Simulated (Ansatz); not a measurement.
**Ge (diamond structure), cut as [110] wire, round, centred on atom, 2.84 nm across**

Computed with PBE (plane waves to 420 eV, PAW; Ansatz, a quantum-chemistry and plane-wave program).

k-points: Γ-centred 1×1×7 mesh; occupations: Fermi-Dirac, 0.020 eV; spin polarisation not allowed. No spin-orbit coupling.

 The relaxation kept the symmetry of its start, so a lower minimum of less symmetry isn't excluded. The period along the axis is held at the bulk value.

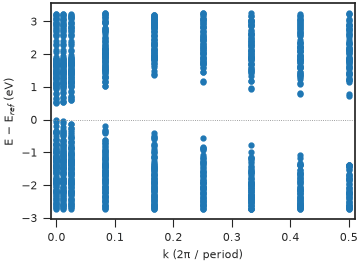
Figure. Levels along the axis at 9 k-points, drawn as points, zero at the top of the valence band

Electronic character: not metallic; Kohn-Sham band gap: 0.52 eV. Only levels within the plotted window are shown.
